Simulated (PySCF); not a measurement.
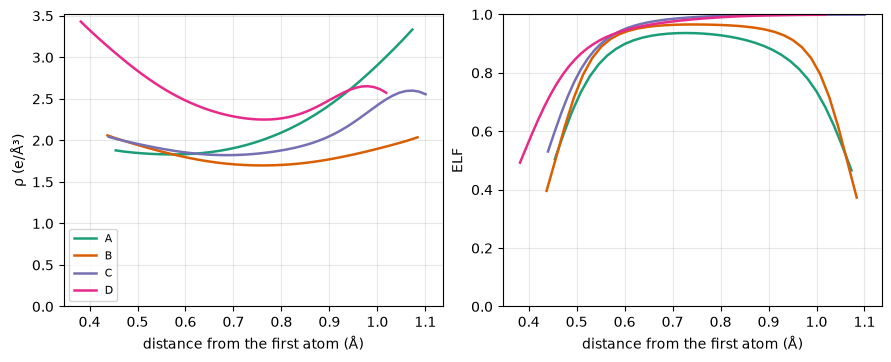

Figure. C$_{3}$H$_{9}$N. Total electron density and ELF along straight lines between neighbouring atoms. The curves leave out the atomic cores.

Geometry: PBE0-D3(BJ)/def2-SVP.

These are results of CAM-B3LYP/def2-SVPD, SCF density, gas phase (PySCF 2.14.0), not measurements.

Input

```
{"job": {"kind": "uv", "xc": "CAM-B3LYP", "basis": "def2-SVPD", "dynamic": true, "nstates": 6, "ntriplets": 0}, "charge": 0, "multiplicity": 1}
C      1.338301    -0.532897     0.116682
C     -0.101138    -0.183523    -0.229185
C     -0.438974     1.244636     0.170634
N     -0.991743    -1.094958     0.472770
H      1.496983    -0.451835     1.203396
H      2.045584     0.137072    -0.395111
H      1.580068    -1.565538    -0.183007
H     -0.202917    -0.251612    -1.336230
H      0.219139     1.967115    -0.335274
H     -1.478401     1.496843    -0.095110
H     -0.330210     1.368368     1.259465
H     -1.960758    -0.903686     0.224624
H     -0.808923    -2.056027     0.189796
```

Command:

```sh
OMP_NUM_THREADS=1 python probes_run.py task.json out
```

Q: Which curve belongs to which contact (C–C, C–H, C–N and N–H)? The first atom named is at distance zero.

A: Curve A: C–N (1.45 Å): ρ is about 1.9 e/Å³ halfway; the ELF peaks at about 0.95 between the atoms (a shared electron pair). Curve B: C–C (1.52 Å): ρ is about 1.7 e/Å³ halfway; the ELF peaks at about 0.95 between the atoms, as expected for localised, covalent bonding. Curve C: C–H (1.10 Å): ρ at the midpoint is about 1.9 e/Å³; the ELF climbs to about 1 towards the hydrogen, as it does in any bond to H (an ordinary covalent bond to hydrogen). Curve D: N–H (1.02 Å): the density is about 2.8 e/Å³ at the midpoint; the ELF climbs to about 1 towards the hydrogen: a covalent bond by its length.
